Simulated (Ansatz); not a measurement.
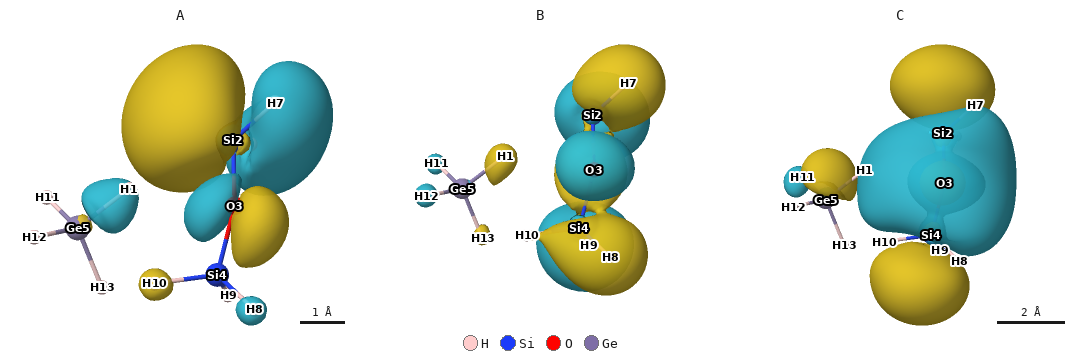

GeH₄···H₅OSi₂ (doublet). Three frontier orbitals at ±0.06 Å⁻³ᐟ² (yellow and cyan are the two phases), in no order.

The product side of a reaction path; geometry: PBE0-D4/def2-TZVP.

Theory: Ansatz 0.2.0, UKS PBE0-D4/def2-TZVPP.

Input

```
crystal:
  periodic: [false, false, false]
  atoms:
    - {symbol: H, position_ang: [-0.411895, 0.331434, -1.350267]}
    - {symbol: Si, position_ang: [1.270470, -1.933573, -0.618107]}
    - {symbol: O, position_ang: [1.309398, -1.127586, 0.806597]}
    - {symbol: Si, position_ang: [0.526522, -0.098846, 1.810958]}
    - {symbol: Ge, position_ang: [-1.255513, 1.617622, -1.393613]}
    - {symbol: H, position_ang: [-0.068543, -2.568440, -0.807784]}
    - {symbol: H, position_ang: [2.336748, -2.974099, -0.577052]}
    - {symbol: H, position_ang: [1.115317, -0.238813, 3.164457]}
    - {symbol: H, position_ang: [-0.922908, -0.424306, 1.854379]}
    - {symbol: H, position_ang: [0.696231, 1.299782, 1.337829]}
    - {symbol: H, position_ang: [-2.085430, 1.629572, -2.684159]}
    - {symbol: H, position_ang: [-0.320781, 2.832961, -1.365823]}
    - {symbol: H, position_ang: [-2.189515, 1.654191, -0.177415]}
basis:
  gaussian: {orbitals: def2-TZVPP}
magnetization: {spin_polarized: true, initial_magnetization: 1}
hamiltonian: {xc: pbe0, dispersion: d4}
output: {orbitals: {seedname: orbitals}}
```

Launched as:

```sh
ansatz run in.yaml --threads 4 --pin off --events-out ev --progress --plain --max-ram 66560MiB --backend cpu
```

### Order the three orbitals by energy and name them. All are α orbitals.

B is the HOMO−1 (α) (−8.95 eV). By Hirshfeld shares it lies mainly on O3 (about 25 %), Si4 (about 15 %), H9 (about 15 %), Si2 (about 15 %), H6 (about 10 %) and H8 (about 10 %). A is the HOMO (α) (−5.97 eV). By Hirshfeld shares it lies mainly on Si2 (about 70 %), O3 (about 10 %), H7 (about 5 %) and H6 (about 5 %). C is the LUMO (α) (−0.34 eV). Its weight (Hirshfeld) is mainly on Si2 (about 35 %), Si4 (about 30 %) and O3 (about 10 %).

### What is the gap between the highest occupied and lowest empty α orbitals?

5.63 eV between the orbital energies.
